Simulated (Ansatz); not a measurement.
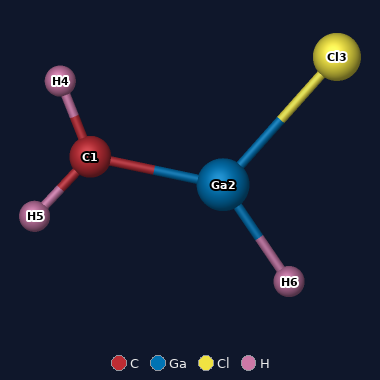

The system is CH₃ClGa, SMILES [CH2-][GaH][Cl], charge −1; the picture shows the reference structure. 
- The first coordinate is: bond length C1–Ga2; the second: bond length Ga2–Cl3.
- Nothing is relaxed (all other coordinates rigid).
- The grid has 7 × 7 points.
- Points are written as (first, second).
- Energies are in kJ/mol, from the lowest grid point.
- All numbers below come from Ansatz, RKS PBE0-D4/def2-SVPD.

Its coordinates:

```xyz
6

C    -0.2423   -0.6611   -0.8522
Ga    0.0826    0.6110    0.4120
Cl    0.9258   -0.0056    2.4617
H    -0.0577   -1.7295   -0.6979
H    -0.6438   -0.3924   -1.8367
H    -0.0646    2.1774    0.5131
```

Range: bond length C1–Ga2 from 1.53 to 2.37 Å; bond length Ga2–Cl3 from 1.932 to 2.991 Å.

Q: Predict the map.

A: The lowest grid point is at (1.81 Å, 2.285 Å). No other kind of well shows on this grid. The highest grid point, (1.53 Å, 1.932 Å), lies 281 kJ/mol above the lowest. Round the minimum the two coordinates are nearly uncoupled.

| bond length Ga2–Cl3 ↓, bond length C1–Ga2 → | 1.53 | 1.67 | 1.81 | 1.95 | 2.09 | 2.23 | 2.37 |
| --- | --- | --- | --- | --- | --- | --- | --- |
| 2.991 | 234 | 110 | 80 | 101 | 148 | 208 | 270 |
| 2.814 | 211 | 86 | 55 | 75 | 121 | 180 | 243 |
| 2.638 | 189 | 62 | 29 | 48 | 94 | 153 | 215 |
| 2.462 | 172 | 42 | 8 | 26 | 71 | 129 | 190 |
| 2.285 | 167 | 36 | 0 | 16 | 60 | 117 | 178 |
| 2.109 | 193 | 59 | 21 | 35 | 78 | 133 | 194 |
| 1.932 | 281 | 143 | 102 | 114 | 155 | 209 | 268 |

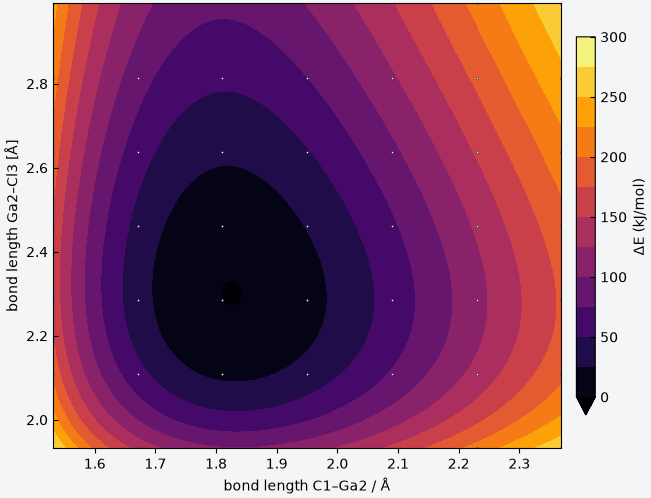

Drawn: filled contours, dots at the grid points. Between grid points the surface is interpolated.

Time for the 49 points that were run: 9 min on 1 thread of Intel(R) Xeon(R) Platinum 8259CL CPU @ 2.50GHz (Skylake/Cascade Lake) (shared host).
